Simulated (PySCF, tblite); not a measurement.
# C4H7BCl2Si: geometry, infrared bands and NMR shifts

Aim: predict the infrared bands and NMR shifts of C4H7BCl2Si (`CC#CC[SiH2]B(Cl)Cl`).

The runs use tblite 0.8.0 and PySCF 2.14.0, with density-fitted response routines of our own; the level of theory stands in each step. All values are computed, except where a source is named. Atoms are numbered from 0 throughout.

### 1 Starting geometry

15 atoms, charge 0, multiplicity 1; geometry from: force field or distance geometry start.

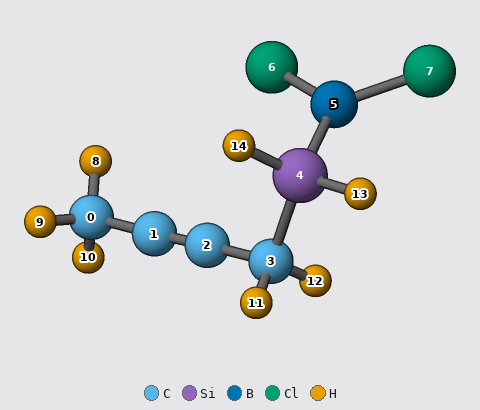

The starting geometry (carbon blue, silicon purple, boron blue, chlorine teal, hydrogen amber), atoms numbered; sticks join atoms by distance.

### 2 Geometry optimisation with GFN2-xTB

Job settings and geometry (Å):

```
{"job": {"kind": "relax", "xc": "GFN2-xTB", "basis": "xTB"}, "charge": 0, "multiplicity": 1}
C     -2.706500     0.958900     1.162900
C     -1.667100     0.555600     0.225700
C     -0.781900     0.208800    -0.522900
C      0.268800    -0.190100    -1.456300
Si     1.550100    -1.210700    -0.528800
B      2.456800    -0.118000     0.784300
Cl     1.519600     0.622100     2.185200
Cl     4.287000     0.152600     0.666900
H     -2.267900     1.146100     2.165000
H     -3.479300     0.156000     1.245000
H     -3.198200     1.888300     0.789900
H     -0.172400    -0.814200    -2.259800
H      0.745400     0.703400    -1.873700
H      2.543400    -1.711100    -1.505300
H      0.898000    -2.339600     0.130400
```

Command:

```console
OMP_NUM_THREADS=1 python probes_run.py task.json out
```

One launch serves the whole session: the jobs run in the order shown.

**Question.** This job is followed by: GFN2-xTB harmonic vibrations, gas phase; GIAO PBE0/pcSseg-1 NMR shielding, non-relativistic, gas phase. Predict these results of the whole session: strongest single infrared mode (GFN2-xTB); zero-point energy (GFN2-xTB); 13C shifts against TMS (PBE0/pcSseg-1); 1H shifts against TMS (PBE0/pcSseg-1, means over atoms taken as alike); 29Si shifts against TMS (PBE0/pcSseg-1); 11B shifts against BF3·OEt2 (PBE0/pcSseg-1); 35Cl shifts against HCl (PBE0/pcSseg-1, means over atoms taken as alike); surface potential, least and greatest.

The runs gave:

```
                                                                quantity                     value
                               strongest single infrared mode (GFN2-xTB)     2211 cm⁻¹, 423 km/mol
                                            zero-point energy (GFN2-xTB)             59.8 kcal/mol
                                  13C shifts against TMS (PBE0/pcSseg-1)  84.6, 82.1, 5.1, 1.3 ppm
  1H shifts against TMS (PBE0/pcSseg-1, means over atoms taken as alike)      3.99, 1.99, 1.97 ppm
                                 29Si shifts against TMS (PBE0/pcSseg-1)                 -72.5 ppm
                             11B shifts against BF3·OEt2 (PBE0/pcSseg-1)                  73.7 ppm
35Cl shifts against HCl (PBE0/pcSseg-1, means over atoms taken as alike)                   407 ppm
                                   surface potential, least and greatest        -0.86 V and 1.18 V
```

In words: The optimisation took 81 steps and gained 0.413 eV; among the close pairs (by a distance rule), B5–Cl7 changed most, from 1.854 to 1.724 Å. All 39 modes are real, so the xTB geometry is a minimum. The strongest single mode, at 2211 cm⁻¹, moves mainly H13 and H14. Unscaled tight-binding wavenumbers are off by several per cent, some by more. Its intensities can rank the bands wrongly. At PBE0/pcSseg-1: The widest tensor belongs to Cl6, Cl7: span 737 ppm, with a paramagnetic part of -606 ppm. At PBE0/pcSseg-1, counted by nearest atom on the grid, the HOMO lies on C1, C2 about 34 % each; C3 7 %, the LUMO on B5 56 %; Cl6, Cl7 about 12 % each.
